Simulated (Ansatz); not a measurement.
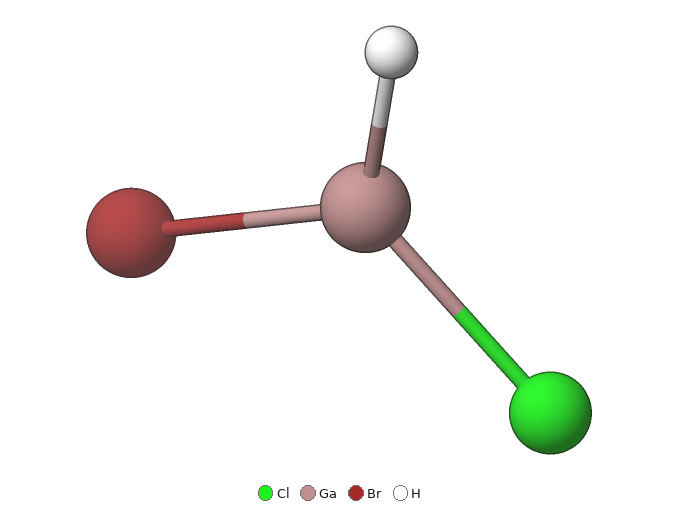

The computed structure is the end point of a PBE-D4/def2-SVP optimisation. No frequency run is at hand to confirm it as a minimum.

Give the structural formula.

SMILES: [Cl][GaH][Br]

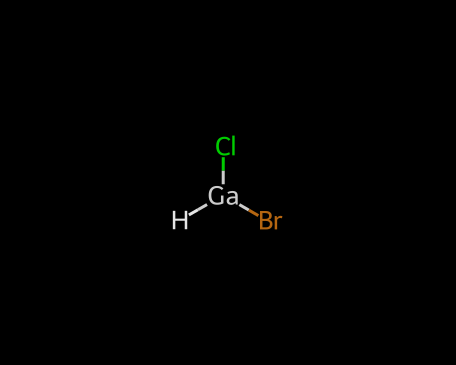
